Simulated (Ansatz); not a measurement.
**CH6AlClGe (SMILES [CH3][GeH2][AlH][Cl]): density, localisation and related maps**

```xyz
10

C    -1.7759   -0.9002    0.7586
Al    1.2971   -2.2374   -0.7473
Cl    2.2483   -1.7617    1.0879
Ge   -1.1036   -1.7132   -0.8981
H    -1.6261   -1.5856    1.6055
H    -2.8488   -0.6748    0.6695
H    -1.2336    0.0326    0.9710
H    -1.3812   -0.7547   -2.0780
H    -1.9228   -2.9879   -1.2014
H     2.2275   -2.8888   -1.8527
```

Geometry: r2SCAN-D4/def2-SVP.

Level of theory: Ansatz 0.2.0, isolated molecule in a Gaussian basis; Kohn-Sham density functional theory, functional PBE0.

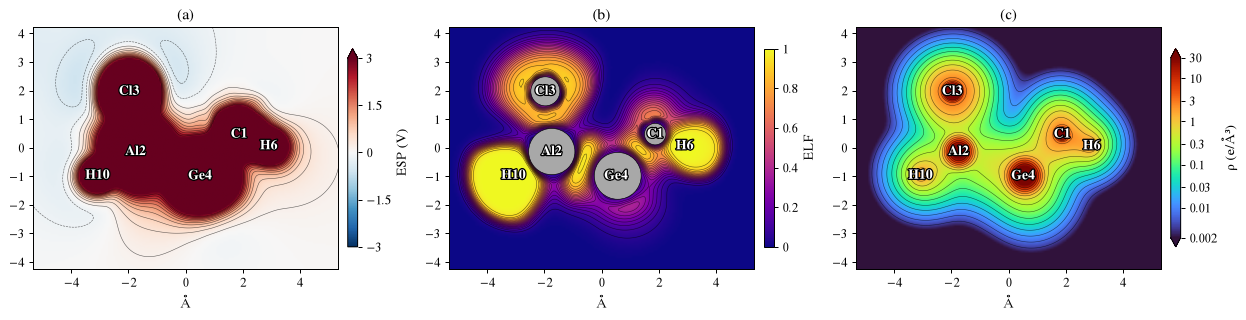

Figure 1. (a) electrostatic potential; (b) electron localisation function; (c) total electron density on the plane of atoms Cl3, Al2 and H10. Grey discs cover the atomic cores in the ELF map.

**Read the bonding off the picture.**

The plane passes through C, Al, Cl, Ge and H nuclei.
C–Ge (1.96 Å): ρ at the midpoint is about 0.85 e/Å³; the ELF peaks at about 0.90 in the valence shell of C, 0.7 Å from its nucleus, and is about 0.70 at the midpoint.
Al–Cl (2.12 Å): ρ at the midpoint is about 0.71 e/Å³; the ELF peaks at about 0.85 in the valence shell of Cl, 0.9 Å from its nucleus, and is about 0.80 at the midpoint.
Al–Ge (2.46 Å): ρ is about 0.51 e/Å³ halfway; the ELF peaks at about 0.95 between the atoms (a shared electron pair).
C–H (1.10 Å): the density is about 2 e/Å³ at the midpoint; the ELF climbs to about 1 towards the hydrogen, as it does in any bond to H (a covalent bond by its length).
Al–H (1.58 Å): the density is about 0.56 e/Å³ at the midpoint; the ELF climbs to about 1 towards the hydrogen.
The ELF also peaks beside Cl3, away from the bonds: lone-pair regions.
Outside the dense part of the molecule the potential is most negative (−0.6 V) near Cl3.

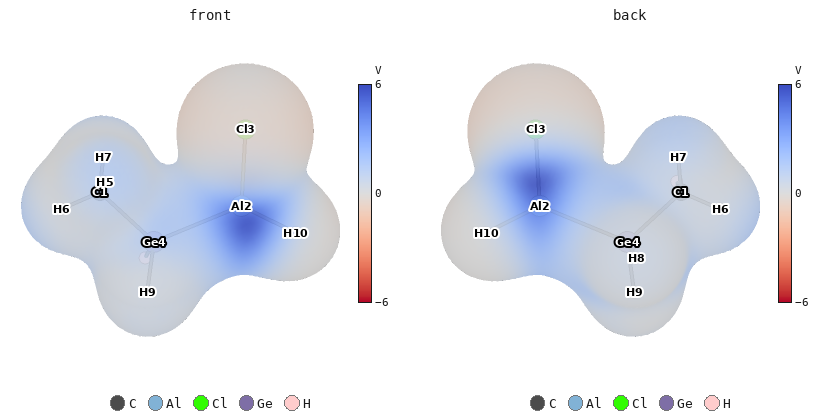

Figure 2. The electrostatic potential painted on the density surface at 0.004 e/bohr³, seen from the front and from behind; red is negative and blue positive.

**Which sites attract a positive test charge, and which a negative one?**

A positive charge is drawn to the negative regions and a negative charge to the positive ones. The most negative region (about −0.5 V, or −12 kcal/mol for a unit charge) lies over Cl3, the most positive (about +5.3 V, or +122 kcal/mol for a unit charge) over Al2.

**How polar is the molecule by this calculation?**

Its dipole moment is 1.24 D.

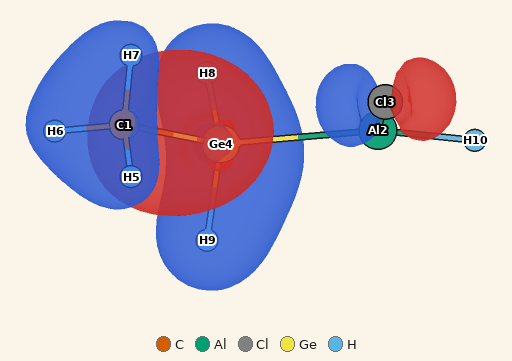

Figure 3. The HOMO−1 at ±0.1 Å⁻³ᐟ² (blue and red are the two phases), seen from one side.

**Where does this orbital lie, and at what energy?**

It lies mainly on C1 (about 35 %), Ge4 (about 30 %), H8 (about 5 %) and H9 (about 5 %). Its energy is −8.99 eV.
